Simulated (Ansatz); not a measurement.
# CH₃ClF₂SeZr: single points with varied inputs

Aim: run CH₃ClF₂SeZr under a spread of inputs, and see what each costs and gives.

The runs use Ansatz 0.2.0, Gaussian basis; the settings change from run to run.

1 further run of the same task is left out (for a known fault of the program).

### Step 1. The geometry

The structure was relaxed beforehand with PBE0-D4 in a triple-zeta def2 set. Zr takes a core potential in def2 sets; no spin-orbit term is included.

SMILES `C[Se][Zr]([F])([F])[Cl]`, 9 atoms, charge 0, spin multiplicity 1.

Atoms are counted from 1 here; the program's logs count them from 0.

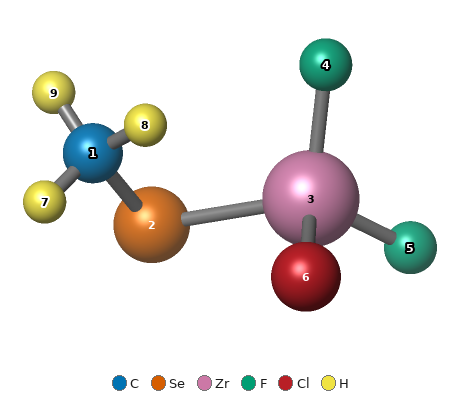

The geometry (carbon blue, selenium orange, zirconium pink, fluorine teal, chlorine red, hydrogen yellow); atoms are numbered from 1 in the order of the file.

### Step 2. B3LYP5/def2-TZVPP

Options: atoms shaken by 0.08 Å.

in.yaml reads:

```yaml
crystal:
  periodic: [false, false, false]
  atoms:
    - {symbol: C, position_ang: [-0.123912, -1.307051, 1.084764]}
    - {symbol: Se, position_ang: [1.549105, -0.024852, 0.766096]}
    - {symbol: Zr, position_ang: [0.266278, 1.107383, -0.909054]}
    - {symbol: F, position_ang: [-0.520276, -0.293993, -2.073670]}
    - {symbol: F, position_ang: [1.282365, 2.344965, -1.854417]}
    - {symbol: Cl, position_ang: [-1.485890, 2.161737, -0.047390]}
    - {symbol: H, position_ang: [-0.379896, -0.986872, 1.911166]}
    - {symbol: H, position_ang: [-0.751271, -0.791648, 0.285356]}
    - {symbol: H, position_ang: [0.226351, -2.379073, 0.982869]}
basis:
  gaussian: {orbitals: def2-TZVPP}
hamiltonian: {xc: {name: B3LYP5}}
```

Run with:

```bash
ansatz run in.yaml --threads 2 --pin off --events-out ev --progress --plain --max-ram 22528MiB --backend cuda --devices 0, --max-vram 18GiB
```

The log of the run:

```text
Functional definition: B3LYP5
  name "B3LYP5"
  cite "Stephens, Devlin, Chabalowski & Frisch, J. Phys. Chem. 98, 11623 (1994) doi:10.1021/j100096a001"
  cite "Becke, Phys. Rev. A 38, 3098 (1988) doi:10.1103/PhysRevA.38.3098"
  cite "Lee, Yang & Parr, Phys. Rev. B 37, 785 (1988) doi:10.1103/PhysRevB.37.785"
  cite "Vosko, Wilk & Nusair, Can. J. Phys. 58, 1200 (1980) doi:10.1139/p80-159"
  parameter a0 = 0.2
  parameter ax = 0.72
  parameter ac = 0.81
  exchange = (1 - a0 - ax)*slater_x + ax*b88_x + a0*exact_x
  correlation = (1 - ac)*vwn5_c + ac*lyp_c
1737 factors; their error is unknown
mean field evaluation 1: about -85664.6634 eV, gradient 7.4e1 eV
mean field evaluation 2: about -85627.6498 eV, gradient 1.7e2 eV
mean field evaluation 4: about -85674.3286 eV, gradient 1.2e1 eV
mean field evaluation 8: about -85674.6505 eV, gradient 1.6e-1 eV
mean field evaluation 16: about -85675.0320 eV, gradient 6.4e-4 eV
mean field -85675.03204608 eV, -3148.4993550710 hartree, gradient 8.4e-5 eV, S^2 0.000000; 0 other end points of the search recorded, 0 dependent functions left out
reference -85675.03236030 eV, -3148.4993666183 hartree; 45, 45 occupied and 236, 236 virtual orbitals, 1737 factors
Total energy: -85675.03236030 eV, -3148.4993666183 hartree
```

Run time: 3.7 s. Hardware: 1 × H100 (card shared with other runs) with 2 threads of AMD EPYC 7R13, shared host.

### Step 3. PBE0/cc-pVTZ-DK

This run has D4 dispersion.

in.yaml reads:

```yaml
crystal:
  periodic: [false, false, false]
  atoms:
    - {symbol: C, position_ang: [-0.059997, -1.176267, 1.061952]}
    - {symbol: Se, position_ang: [1.569392, -0.106840, 0.746637]}
    - {symbol: Zr, position_ang: [0.230547, 1.101861, -1.032752]}
    - {symbol: F, position_ang: [-0.454545, -0.194070, -2.231996]}
    - {symbol: F, position_ang: [1.364765, 2.322412, -1.914623]}
    - {symbol: Cl, position_ang: [-1.573711, 2.197382, -0.010016]}
    - {symbol: H, position_ang: [-0.401571, -0.976319, 2.074414]}
    - {symbol: H, position_ang: [-0.876269, -0.944179, 0.370562]}
    - {symbol: H, position_ang: [0.201399, -2.223992, 0.935812]}
basis:
  gaussian: {orbitals: cc-pVTZ-DK}
hamiltonian: {xc: {name: PBE0}, dispersion: d4}
```

Launched as before.

The log of the run:

```text
Functional definition: PBE0
  name "PBE0"
  cite "Adamo & Barone, J. Chem. Phys. 110, 6158 (1999) doi:10.1063/1.478522"
  cite "Perdew, Burke & Ernzerhof, Phys. Rev. Lett. 77, 3865 (1996) doi:10.1103/PhysRevLett.77.3865"
  parent pbe
  parameter a = 0.25
  parameter kappa = 0.804
  parameter beta = 0.06672455060314922
  exchange = (1 - a)*pbe_x(kappa = kappa, mu = beta*pi^2/3) + a*exact_x
  correlation = pbe_c(beta = beta)
2052 factors; their error is unknown
mean field evaluation 1: about -183099.8070 eV, gradient 6.5e1 eV
mean field evaluation 2: about -183077.4415 eV, gradient 1.4e2 eV
mean field evaluation 4: about -183107.1299 eV, gradient 7.5e0 eV
mean field evaluation 8: about -183107.2639 eV, gradient 2.8e-1 eV
mean field evaluation 16: about -183107.9119 eV, gradient 2.2e-4 eV
mean field -183107.91190975 eV, -6729.0916476828 hartree, gradient 4.4e-5 eV, S^2 0.000000; 0 other end points of the search recorded, 0 dependent functions left out
reference -183107.91196716 eV, -6729.0916497928 hartree; 59, 59 occupied and 227, 227 virtual orbitals, 2052 factors
Total energy: -183108.14665507 eV, -6729.1002744142 hartree
Relativity: scalar
```

Run time: 4.8 s. Hardware: 1 × H100 (card shared with other runs) with 2 threads of AMD EPYC 7R13, shared host.

### Step 4. PBEsol/STO-3G

Options: charge +1, multiplicity 2, atoms shaken by 0.15 Å, high accuracy, the search for lower states set to off.

in.yaml reads:

```yaml
crystal:
  periodic: [false, false, false]
  atoms:
    - {symbol: C, position_ang: [0.042615, -0.975736, 1.025086]}
    - {symbol: Se, position_ang: [1.441460, -0.147952, 0.907654]}
    - {symbol: Zr, position_ang: [0.238188, 0.999130, -0.923892]}
    - {symbol: F, position_ang: [-0.378072, -0.267721, -2.129021]}
    - {symbol: F, position_ang: [1.456403, 2.191882, -1.742591]}
    - {symbol: Cl, position_ang: [-1.723093, 2.278145, -0.135961]}
    - {symbol: H, position_ang: [-0.148484, -1.102203, 2.206942]}
    - {symbol: H, position_ang: [-0.913399, -1.128942, 0.492058]}
    - {symbol: H, position_ang: [0.409857, -2.124075, 0.849388]}
basis:
  gaussian: {orbitals: STO-3G}
total_charge: 1
magnetization: {spin_polarized: true, initial_magnetization: 1}
hamiltonian: {xc: {name: PBEsol}}
accuracy: high
scf: {lower_state_search: off}
```

Run with:

```bash
ansatz run in.yaml --threads 2 --pin off --events-out ev --progress --plain --max-ram 22528MiB --backend cpu
```

The log of the run, cut to the lines that bear on the results:

```text
Functional definition: PBEsol
  name "PBEsol"
  cite "Perdew et al., Phys. Rev. Lett. 100, 136406 (2008) doi:10.1103/PhysRevLett.100.136406"
  cite "Perdew, Burke & Ernzerhof, Phys. Rev. Lett. 77, 3865 (1996) doi:10.1103/PhysRevLett.77.3865"
  parent pbesol
[...]
1440 factors; integrals over basis functions are off by at most 1.3e-8 eV
[...]
mean field -178638.12290617 eV, -6564.8299315332 hartree, gradient 1.1e-8 eV, S^2 0.751801; 0 other end points of the search recorded, 0 dependent functions left out
reference -178638.12290882 eV, -6564.8299316305 hartree; 59, 58 occupied and 13, 14 virtual orbitals, 1440 factors
Total energy: -178638.12290882 eV, -6564.8299316305 hartree
Checks for a lower state left out: stability, starts, cluster_reference, orbital_swaps, neighbouring_geometries, increment
```

It took 4.8 s on 2 threads of AMD EPYC 7R13, shared host.

⟨S²⟩ 0.752.

### Step 5. B3LYP5/ANO-RCC-VTZP

Set apart from the defaults: the search for lower states set to full.

in.yaml reads:

```yaml
crystal:
  periodic: [false, false, false]
  atoms:
    - {symbol: C, position_ang: [-0.059997, -1.176267, 1.061952]}
    - {symbol: Se, position_ang: [1.569392, -0.106840, 0.746637]}
    - {symbol: Zr, position_ang: [0.230547, 1.101861, -1.032752]}
    - {symbol: F, position_ang: [-0.454545, -0.194070, -2.231996]}
    - {symbol: F, position_ang: [1.364765, 2.322412, -1.914623]}
    - {symbol: Cl, position_ang: [-1.573711, 2.197382, -0.010016]}
    - {symbol: H, position_ang: [-0.401571, -0.976319, 2.074414]}
    - {symbol: H, position_ang: [-0.876269, -0.944179, 0.370562]}
    - {symbol: H, position_ang: [0.201399, -2.223992, 0.935812]}
basis:
  gaussian: {orbitals: ANO-RCC-VTZP}
hamiltonian: {xc: {name: B3LYP5}}
scf: {lower_state_search: full}
output: {forces: true}
```

Run with:

```bash
ansatz run in.yaml --threads 2 --pin off --events-out ev --progress --plain --max-ram 22528MiB --backend cuda --devices 0, --max-vram 18GiB
```

The log of the run, cut to the lines that bear on the results:

```text
Functional definition: B3LYP5
  name "B3LYP5"
  cite "Stephens, Devlin, Chabalowski & Frisch, J. Phys. Chem. 98, 11623 (1994) doi:10.1021/j100096a001"
  cite "Becke, Phys. Rev. A 38, 3098 (1988) doi:10.1103/PhysRevA.38.3098"
  cite "Lee, Yang & Parr, Phys. Rev. B 37, 785 (1988) doi:10.1103/PhysRevB.37.785"
  cite "Vosko, Wilk & Nusair, Can. J. Phys. 58, 1200 (1980) doi:10.1139/p80-159"
[...]
2309 factors; their error is unknown
[...]
mean field -183125.81249765 eV, -6729.7494821548 hartree, gradient 3.0e-5 eV, S^2 0.000000; 3 other end points of the search recorded, 0 dependent functions left out
[...]
reference -183125.81283775 eV, -6729.7494946531 hartree; 59, 59 occupied and 218, 218 virtual orbitals, 2309 factors
Total energy: -183125.81283775 eV, -6729.7494946531 hartree
Relativity: scalar
Atom 0 at    -0.059997    -1.176267     1.061952 Å, force    -0.351977    -0.267451     0.098512 eV/Å
Atom 1 at     1.569392    -0.106840     0.746637 Å, force     0.415488     0.088759     0.081517 eV/Å
Atom 2 at     0.230547     1.101861    -1.032752 Å, force     0.058433     0.014348    -0.003868 eV/Å
Atom 3 at    -0.454545    -0.194070    -2.231996 Å, force    -0.097786    -0.190665    -0.196218 eV/Å
Atom 4 at     1.364765     2.322412    -1.914623 Å, force     0.170169     0.175485    -0.126704 eV/Å
Atom 5 at    -1.573711     2.197382    -0.010016 Å, force    -0.257219     0.182792     0.122598 eV/Å
Atom 6 at    -0.401571    -0.976319     2.074414 Å, force     0.020594    -0.032184    -0.065843 eV/Å
Atom 7 at    -0.876269    -0.944179     0.370562 Å, force     0.066926    -0.035782     0.068153 eV/Å
Atom 8 at     0.201399    -2.223992     0.935812 Å, force    -0.024628     0.064697     0.021855 eV/Å
Dipole moment:    -0.043107    -0.306205     0.230997 e Å
```

Run time: 18 s. Hardware: 1 × H100 (card shared with other runs) with 2 threads of AMD EPYC 7R13, shared host; peak host memory 1.4 GiB.

Largest force 0.453 eV/Å, dipole 1.85 D.

### Step 6. rPW86-PBE/def2-TZVPP

This run has D4 dispersion.

in.yaml, as its differences from that of step 5:

```diff
@@ -13,5 +13,3 @@
 basis:
-  gaussian: {orbitals: ANO-RCC-VTZP}
-hamiltonian: {xc: {name: B3LYP5}}
-scf: {lower_state_search: full}
-output: {forces: true}
+  gaussian: {orbitals: def2-TZVPP}
+hamiltonian: {xc: {name: rPW86-PBE}, dispersion: d4}
```

Launched as before.

The log of the run:

```text
Functional definition: rPW86-PBE
  name "rPW86-PBE"
  cite "Murray, Lee & Langreth, J. Chem. Theory Comput. 5, 2754 (2009) doi:10.1021/ct900365q"
  cite "Perdew, Burke & Ernzerhof, Phys. Rev. Lett. 77, 3865 (1996) doi:10.1103/PhysRevLett.77.3865"
  parent pbe
  exchange = rpw86_x
  correlation = pbe_c
1662 factors; their error is unknown
mean field evaluation 1: about -85718.0768 eV, gradient 8.5e1 eV
mean field evaluation 2: about -85633.5721 eV, gradient 2.4e2 eV
mean field evaluation 4: about -85729.7533 eV, gradient 2.5e1 eV
mean field evaluation 8: about -85731.1094 eV, gradient 5.7e-1 eV
mean field evaluation 16: about -85731.0635 eV, gradient 6.8e-4 eV
mean field -85731.06352793 eV, -3150.5584740496 hartree, gradient 4.6e-5 eV, S^2 0.000000; 0 other end points of the search recorded, 0 dependent functions left out
reference -85731.06368742 eV, -3150.5584799105 hartree; 45, 45 occupied and 236, 236 virtual orbitals, 1662 factors
Total energy: -85731.37331212 eV, -3150.5698584083 hartree
```

Wall time 2.4 s (1 × H100 (card shared with other runs) with 2 threads of AMD EPYC 7R13, shared host).

### Step 7. B2PLYP/cc-pVTZ-DK

in.yaml, as its differences from that of step 6:

```diff
@@ -13,3 +13,4 @@
 basis:
-  gaussian: {orbitals: def2-TZVPP}
-hamiltonian: {xc: {name: rPW86-PBE}, dispersion: d4}
+  gaussian: {orbitals: cc-pVTZ-DK}
+hamiltonian: {xc: {name: B2PLYP}}
+output: {forces: true}
```

The command is unchanged.

The log of the run, cut to the lines that bear on the results:

```text
Functional definition: B2PLYP
  name "B2PLYP"
  cite "Grimme, J. Chem. Phys. 124, 034108 (2006) doi:10.1063/1.2148954"
  cite "Becke, Phys. Rev. A 38, 3098 (1988) doi:10.1103/PhysRevA.38.3098"
  cite "Lee, Yang & Parr, Phys. Rev. B 37, 785 (1988) doi:10.1103/PhysRevB.37.785"
[...]
1830 factors; integrals over basis functions are off by at most 1.1e-3 eV
[...]
mean field -183091.06882605 eV, -6728.4726757736 hartree, gradient 4.1e-6 eV, S^2 0.000000; 0 other end points of the search recorded, 0 dependent functions left out
31 core orbitals not correlated: weight in the atoms' cores, before any rotation towards them, 1.000 or more for the frozen orbitals, at most 0.000 for the correlated occupied ones
reference -183091.06903618 eV, -6728.4726834958 hartree; 28, 28 occupied and 227, 227 virtual orbitals, 1830 factors
second order -48.02349918 eV of doubles, -0.00000000 eV of singles
[...]
Total energy: -183104.03538096 eV, -6728.9491878775 hartree
Relativity: scalar
Atom 0 at    -0.059997    -1.176267     1.061952 Å, force    -0.282212    -0.191264     0.058373 eV/Å
Atom 1 at     1.569392    -0.106840     0.746637 Å, force     0.261786     0.055061     0.047436 eV/Å
Atom 2 at     0.230547     1.101861    -1.032752 Å, force     0.049587    -0.055256     0.090497 eV/Å
Atom 3 at    -0.454545    -0.194070    -2.231996 Å, force    -0.087079    -0.168414    -0.171482 eV/Å
Atom 4 at     1.364765     2.322412    -1.914623 Å, force     0.158449     0.163194    -0.118480 eV/Å
Atom 5 at    -1.573711     2.197382    -0.010016 Å, force    -0.207080     0.137527     0.101677 eV/Å
Atom 6 at    -0.401571    -0.976319     2.074414 Å, force     0.040020    -0.030968    -0.104950 eV/Å
Atom 7 at    -0.876269    -0.944179     0.370562 Å, force     0.091876    -0.018976     0.073079 eV/Å
Atom 8 at     0.201399    -2.223992     0.935812 Å, force    -0.025348     0.109096     0.023850 eV/Å
Dipole moment:    -0.044269    -0.299902     0.186340 e Å
```

Run time: 8 s. Hardware: 1 × H100 (card shared with other runs) with 2 threads of AMD EPYC 7R13, shared host; peak host memory 1.9 GiB.

Largest force 0.346 eV/Å, dipole 1.71 D.

### Step 8. wB97M-V/def2-TZVPP

in.yaml, as its differences from that of step 7:

```diff
@@ -13,4 +13,3 @@
 basis:
-  gaussian: {orbitals: cc-pVTZ-DK}
-hamiltonian: {xc: {name: B2PLYP}}
-output: {forces: true}
+  gaussian: {orbitals: def2-TZVPP}
+hamiltonian: {xc: {name: wB97M-V}}
```

Same command.

The log of the run, cut to the lines that bear on the results:

```text
Functional definition: wB97M-V
  name "wB97M-V"
  cite "Mardirossian & Head-Gordon, J. Chem. Phys. 144, 214110 (2016) doi:10.1063/1.4952647"
  cite "Becke, J. Chem. Phys. 107, 8554 (1997) doi:10.1063/1.475007"
  cite "Vydrov & Van Voorhis, J. Chem. Phys. 133, 244103 (2010) doi:10.1063/1.3521275"
  # Of w^i u^j: cxij and so on, Table III.
[...]
  gx(w, u) = 1 - cx + cx01*u + cx10*w
  gss(w, u) = css00 + css04*u^4 + css10*w + css20*w^2 + css43*w^4*u^3
  gos(w, u) = cos00 + cos10*w + (cos20 + cos21*u)*w^2 + (cos60 + cos61*u)*w^6
[...]
      + integral(e_c_pw_mod_opposite_spin*gos(b97_w_opposite, b97_u_opposite)) + vv10(b, c)
1704 factors; their error is unknown
343 factors; integrals over basis functions are off by at most 2.2e-5 eV
[...]
mean field -85675.68569949 eV, -3148.5233763906 hartree, gradient 4.5e-5 eV, S^2 0.000000; 0 other end points of the search recorded, 0 dependent functions left out
reference -85675.68578348 eV, -3148.5233794774 hartree; 45, 45 occupied and 236, 236 virtual orbitals, 1704 factors
Total energy: -85675.68578348 eV, -3148.5233794774 hartree
```

Run time: 3.3 s. Hardware: 1 × H100 (card shared with other runs) with 2 threads of AMD EPYC 7R13, shared host.

### Step 9. All runs side by side

```
               level  charge  multiplicity  geometry  functions  energy (eV)   time
   B3LYP5/def2-TZVPP       0             1    shaken        281   -85675.032  3.7 s
     PBE0/cc-pVTZ-DK       0             1   relaxed        286  -183108.147  4.8 s
       PBEsol/STO-3G       1             2    shaken         72  -178638.123  4.8 s
 B3LYP5/ANO-RCC-VTZP       0             1   relaxed        277  -183125.813   18 s
rPW86-PBE/def2-TZVPP       0             1   relaxed        281   -85731.373  2.4 s
   B2PLYP/cc-pVTZ-DK       0             1   relaxed        286  -183104.035    8 s
  wB97M-V/def2-TZVPP       0             1   relaxed        281   -85675.686  3.3 s
```

### Step 10. Outcome

| quantity | value |
| --- | --- |
| runs | 7 |
| quickest | rPW86-PBE/def2-TZVPP, 2.4 s |
| slowest | B3LYP5/ANO-RCC-VTZP, 18 s |
| spread of total energies, same state and geometry | 97450.1 eV |
| dipole, same state and geometry | 1.71 to 1.85 D |

B3LYP5/ANO-RCC-VTZP took 8 times as long as rPW86-PBE/def2-TZVPP. The jobs differ in tasks and options as well as level. The totals spread over 97450 eV; they can't be compared across methods or bases. Some of these runs are scalar-relativistic and others not, which shifts the totals of all-electron atoms past neon by eV; core potentials, where a basis has them, take the core out of the total altogether. At the PBE0-D4/def2-TZVP geometry and in the same state, runs without warnings or point charges leave forces up to 0.45 eV/Å (B3LYP5/ANO-RCC-VTZP).
